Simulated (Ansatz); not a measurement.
**HCN···H₂Te (SMILES C#N.[TeH2]): density, localisation and related maps**

```xyz
6

C    -0.0116   -0.0220   -2.4151
N     0.3215    0.2832   -1.3627
H    -0.3223   -0.3067   -3.3974
Te   -0.4020    0.5658    3.8122
H     0.1337    0.3737    2.2578
H     0.2861   -0.8741    4.2536
```

Geometry: rigid move from PBE0-D4/def2-TZVP; core potentials replace the inner electrons of Te.

Method: RKS PBE0-D4/def2-TZVPPD (Ansatz 0.2.0).

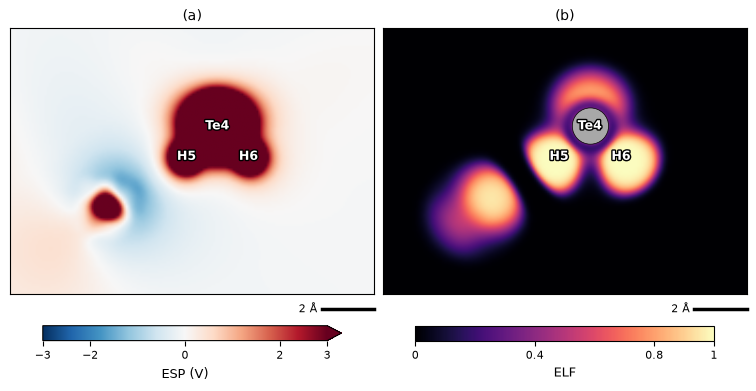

Figure 1. (a) electrostatic potential; (b) electron localisation function on the plane of atoms H5, Te4 and H6. Grey discs cover the atomic cores in the ELF map.

Describe what can be read from this map.

Answer. The section cuts through Te and H sites. Te–H (1.66 Å): the ELF climbs to about 1 towards the hydrogen, as it does in any bond to H. The ELF also peaks beside N2 and Te4, away from the bonds: lone-pair regions. Outside the dense part of the complex the potential is most negative (−1.6 V) near N2, which lies off the plane.

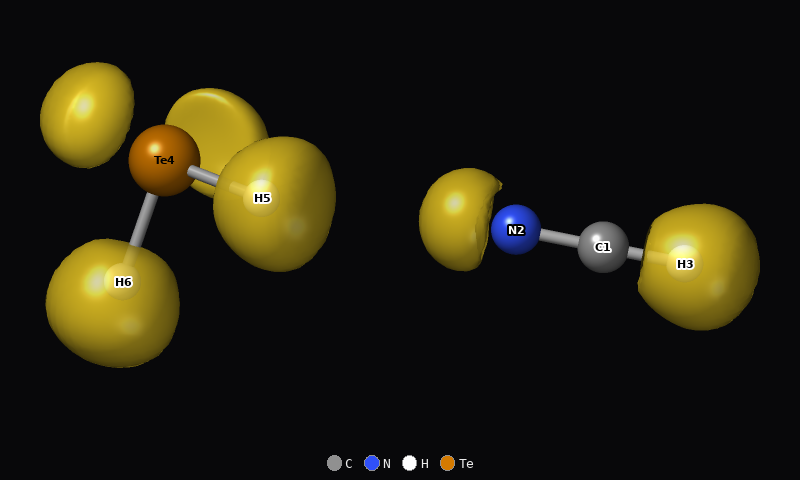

Figure 2. Isosurface of the electron localisation function at 0.9 (yellow), seen at a tilt. Only the valence region is drawn (cores and ρ < 0.01 e/Å³ removed).

Describe the localisation domains.

Answer. The surface consists of three regions around hydrogen nuclei, one lobe on N, pointing away from the bonds (lone pairs) and two lobes on Te, pointing away from the bonds (lone pairs). Profiles from the grid: C–N (1.15 Å): the ELF peaks at about 0.85 between the atoms: a multiple bond. C–H (1.07 Å): the ELF climbs to about 1 towards the hydrogen: a covalent bond by its length.

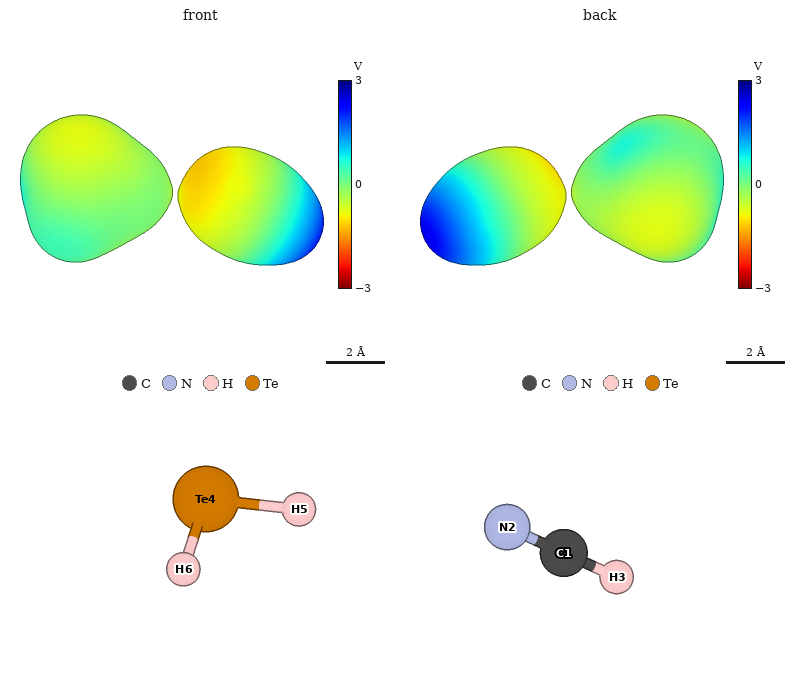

Figure 3. The electrostatic potential painted on the density surface at 0.001 e/bohr³, seen from the front and from behind; the colour scale runs from red (negative) to blue (positive). The bare structure is drawn below in the same view.

Which sites attract a positive test charge, and which a negative one?

Answer. A positive charge is drawn to the negative regions and a negative charge to the positive ones. The most negative region (about −1.2 V, or −28 kcal/mol for a unit charge) lies over N2, the most positive (about +2.3 V, or +53 kcal/mol for a unit charge) over H3. N2 is the likeliest acceptor of a hydrogen bond.

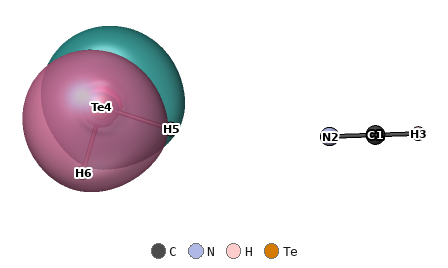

Figure 4. The HOMO at ±0.08 Å⁻³ᐟ² (teal and pink are the two phases), seen at a tilt.

Describe this orbital and give its energy.

Answer. By Hirshfeld shares it lies mainly on Te4 (about 95 %). Its energy is −6.35 eV.
